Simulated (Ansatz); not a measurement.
# AlNH2Cl (SMILES [NH2][Al][Cl]): UHF/aug-cc-pVDZ

Aim: the electronic atomisation energy of AlNH2Cl at UHF/aug-cc-pVDZ, from 5 runs. 

The calculation is run with Ansatz 0.2.0.

19 further runs of the same task are left out: 19 set aside as unsound or not needed.

## Step 1: The structure to begin with

AlNH2Cl: 5 atoms, total charge 0, spin state doublet. As SMILES, `[NH2][Al][Cl]`. The coordinates come from a PBE0-D4/def2-TZVP relaxation. This is one conformer, not always the lowest.

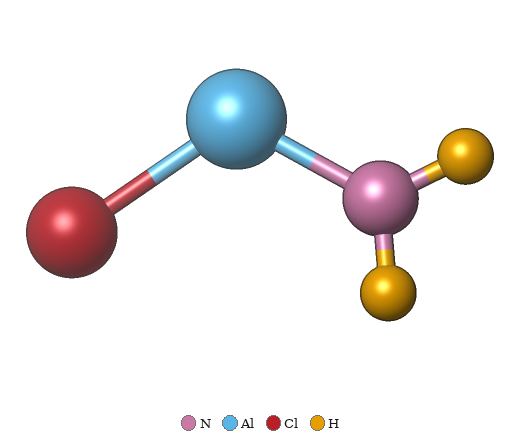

Viewed from a chosen angle; nitrogen pink, aluminium blue, chlorine red, hydrogen amber.

## Step 2: The energy at UHF/aug-cc-pVDZ

The input, molecule.yaml:

```yaml
crystal:
  periodic: [false, false, false]
  atoms:
    - symbol: "N"
      position_ang: [-0.549400, 0.461700, -0.232000]
    - symbol: Al
      position_ang: [0.402600, -0.291600, 1.049100]
    - symbol: Cl
      position_ang: [1.907000, -1.649700, 0.440800]
    - symbol: H
      position_ang: [-1.293600, 1.123300, -0.083500]
    - symbol: H
      position_ang: [-0.416600, 0.282700, -1.215900]
basis:
  gaussian:
    orbitals: aug-cc-pVDZ
magnetization:
  spin_polarized: true
  initial_magnetization: 1
hamiltonian:
  xc: hf
accuracy: high
output: {orbitals: {seedname: orbitals}}
```

Launch:

```sh
ansatz run molecule.yaml --threads 1 --pin off --max-ram 2610MiB --events-out events.jsonl --progress --plain --runs-dir runs
```

The log of the run:

```text
Warning: RAYON_NUM_THREADS=1 ignored (pool sized by the plan → 1); use --threads N
Functional definition: HF
  name "HF"
  exchange = exact_x
  correlation = 0
1868 factors; integrals over basis functions are off by at most 3.7e-9 eV
mean field evaluation 1: about -20598.3467 eV, gradient 2.8e1 eV
mean field evaluation 2: about -20598.3747 eV, gradient 2.8e1 eV
mean field evaluation 4: about -20602.4499 eV, gradient 2.5e0 eV
mean field evaluation 8: about -20602.5833 eV, gradient 1.6e-1 eV
mean field evaluation 16: about -20602.5840 eV, gradient 2.4e-8 eV
mean field evaluation 32: about -20586.6527 eV, gradient 1.2e1 eV
mean field -20602.58395692 eV, -757.1309954838 hartree, gradient 2.4e-8 eV, S^2 0.752827; 1 other end points of the search recorded, 0 dependent functions left out
reference -20602.58395692 eV, -757.1309954838 hartree; 20, 19 occupied and 75, 76 virtual orbitals, 1868 factors
Total energy: -20602.58395692 eV, -757.1309954838 hartree
```

Wall time 8.7 s (1 thread of Arm Neoverse N1, shared host); peak memory 0.43 GiB.

## Step 3: The Al atom at the same level

The input, input.yaml:

```yaml
crystal:
  periodic: [false, false, false]
  atoms:
    - {symbol: Al, position_ang: [0.000000, 0.000000, 0.000000]}
basis:
  gaussian:
    orbitals: aug-cc-pVDZ
magnetization:
  spin_polarized: true
  initial_magnetization: 1
accuracy: high
hamiltonian:
  xc: hf
```

Launch:

```sh
ansatz run input.yaml --threads 1 --pin off --max-ram 2610MiB --events-out events.jsonl --progress --plain --runs-dir runs
```

The log of the run:

```text
Warning: RAYON_NUM_THREADS=1 ignored (pool sized by the plan → 1); use --threads N
[... 4 set-up lines as earlier in the session ...]
226 factors; integrals over basis functions are off by at most 3.8e-9 eV
mean field evaluation 1: about -6581.4419 eV, gradient 2.7e0 eV
mean field evaluation 2: about -6581.4420 eV, gradient 2.7e0 eV
mean field evaluation 4: about -6581.7339 eV, gradient 2.3e-1 eV
mean field evaluation 8: about -6581.7311 eV, gradient 7.3e-7 eV
mean field evaluation 16: about -6581.7311 eV, gradient 8.8e-9 eV
mean field evaluation 32: about -6573.5922 eV, gradient 1.3e1 eV
mean field evaluation 64: about -6581.7311 eV, gradient 2.1e-2 eV
mean field evaluation 96: about -6581.7311 eV, gradient 1.6e-8 eV
mean field -6581.73113990 eV, -241.8741581338 hartree, gradient 1.6e-8 eV, S^2 0.768324; 1 other end points of the search recorded, 0 dependent functions left out
reference -6581.73113990 eV, -241.8741581338 hartree; 7, 6 occupied and 20, 21 virtual orbitals, 226 factors
Total energy: -6581.73113990 eV, -241.8741581338 hartree
```

Run time: 0.32 s. Hardware: 1 thread of Arm Neoverse N1, shared host.

## Step 4: The Cl atom, same level

The input, in.yaml:

```yaml
crystal:
  periodic: [false, false, false]
  atoms:
    - symbol: Cl
      position_ang: [0.000000, 0.000000, 0.000000]
basis:
  gaussian:
    orbitals: aug-cc-pVDZ
magnetization:
  spin_polarized: true
  initial_magnetization: 1
hamiltonian:
  xc: hf
accuracy: high
```

Launch:

```sh
ansatz run in.yaml --threads 1 --pin off --max-ram 2610MiB --events-out events.jsonl --progress --plain --runs-dir runs
```

The log of the run:

```text
Warning: RAYON_NUM_THREADS=1 ignored (pool sized by the plan → 1); use --threads N
[... 4 set-up lines as earlier in the session ...]
231 factors; integrals over basis functions are off by at most 3.0e-9 eV
mean field evaluation 1: about -12502.7333 eV, gradient 4.5e0 eV
mean field evaluation 2: about -12502.7361 eV, gradient 4.5e0 eV
mean field evaluation 4: about -12502.8897 eV, gradient 3.6e-1 eV
mean field evaluation 8: about -12502.8913 eV, gradient 3.0e-3 eV
mean field evaluation 16: about -12502.7036 eV, gradient 4.0e0 eV
mean field evaluation 32: about -12502.8913 eV, gradient 4.8e-3 eV
mean field -12502.89132139 eV, -459.4727812969 hartree, gradient 6.6e-8 eV, S^2 0.757175; 0 other end points of the search recorded, 0 dependent functions left out
reference -12502.89132139 eV, -459.4727812969 hartree; 9, 8 occupied and 18, 19 virtual orbitals, 231 factors
Total energy: -12502.89132139 eV, -459.4727812969 hartree
```

Wall time 0.27 s (1 thread of Arm Neoverse N1, shared host).

## Step 5: The H atom at the same level

The input, run.yaml:

```yaml
basis:
  gaussian: {orbitals: aug-cc-pVDZ}
crystal:
  periodic: [false, false, false]
  atoms:
    - symbol: H
      position_ang: [0.000000, 0.000000, 0.000000]
hamiltonian: {xc: hf}
accuracy: high
magnetization: {spin_polarized: true, initial_magnetization: 1}
```

Run the same way, it converges to -0.49933 Eh (log not shown).

## Step 6: The N atom at the same level

The input, run.yaml:

```yaml
basis:
  gaussian: {orbitals: aug-cc-pVDZ}
crystal:
  periodic: [false, false, false]
  atoms:
    - {symbol: "N", position_ang: [0.000000, 0.000000, 0.000000]}
accuracy: high
hamiltonian: {xc: hf}
magnetization: {spin_polarized: true, initial_magnetization: 3}
```

Run the same way, it converges to -54.39318 Eh (log not shown).

## Step 7: Results

Level: UHF/aug-cc-pVDZ.

| quantity | value |
| --- | --- |
| molecule: total energy | -757.13100 Eh |
| molecule: HOMO energy (highest over α and β) | -8.89 eV |
| molecule: LUMO energy (lowest over α and β) | 0.22 eV |
| molecule: ⟨S²⟩ | 0.753 |
| Al atom: total energy | -241.87416 Eh |
| Al atom: ⟨S²⟩ | 0.768 |
| Cl atom: total energy | -459.47278 Eh |
| Cl atom: ⟨S²⟩ | 0.757 |
| H atom: total energy | -0.49933 Eh |
| H atom: ⟨S²⟩ | 0.750 |
| N atom: total energy | -54.39318 Eh |
| N atom: ⟨S²⟩ | 3.757 |
| electronic atomisation energy | 10.672 eV |

In words: Taking the molecule apart into free atoms costs 10.67 eV (1030 kJ/mol), before zero-point energy and without spin-orbit coupling. Hartree–Fock lacks the correlation of the bonding pairs, which as a rule makes this value much too low; in minimal bases other errors can mask that.
